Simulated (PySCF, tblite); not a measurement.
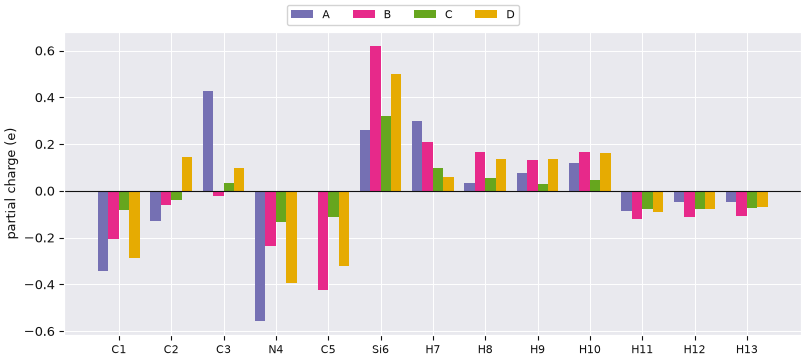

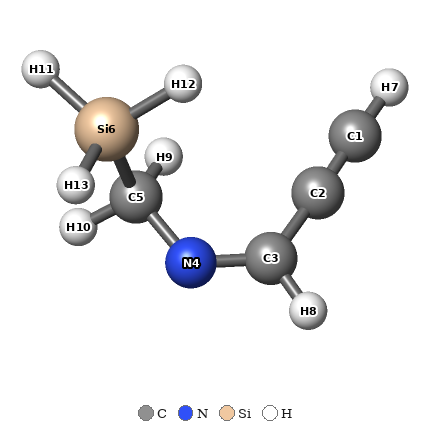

Atomic charges of C₄H₇NSi, SMILES C#C/C=N\C[SiH3] by 4 schemes, PBE0/pcSseg-1, PySCF 2.14.0, at a GFN2-xTB geometry (a minimum by its frequencies).

> The schemes are ESP fit, Hirshfeld, IAO and Mulliken. Which series is which?

A: ESP fit (N4 −0.56 e); B: IAO (N4 −0.24 e); C: Hirshfeld (N4 −0.13 e); D: Mulliken (N4 −0.40 e).

Note: the tight-binding geometry is rougher than a DFT one and adds to the error; one conformer of a flexible molecule.
